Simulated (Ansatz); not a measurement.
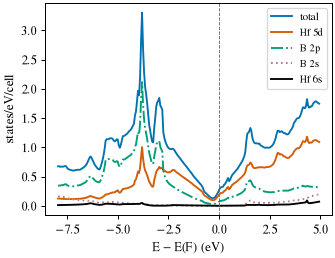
Total and projected density of states of HfB2 in space group P6/mmm (No. 191; Hf on 1a, B on 2d), DFT-PBE in the program Ansatz with PAW potentials

Task: Which orbitals carry the states next to the Fermi level?

Result: Within 0.5 eV of the Fermi level: Hf 5d 70 %, B 2p 27 %. Projections are on Löwdin-orthogonalised atomic valence shells; empty p or d shells of many metals are not among them.

Task: Where is the tallest occupied peak in this window, and what makes it?

Result: Near -3.8 eV, about 3.3 states/eV per cell; the largest projected share is B 2p.

The PBE relaxation kept the symmetry of its start. No spin polarisation was allowed. Spin–orbit coupling is left out wherever it is not named.

Potentials: the later of the program's two PAW sets.
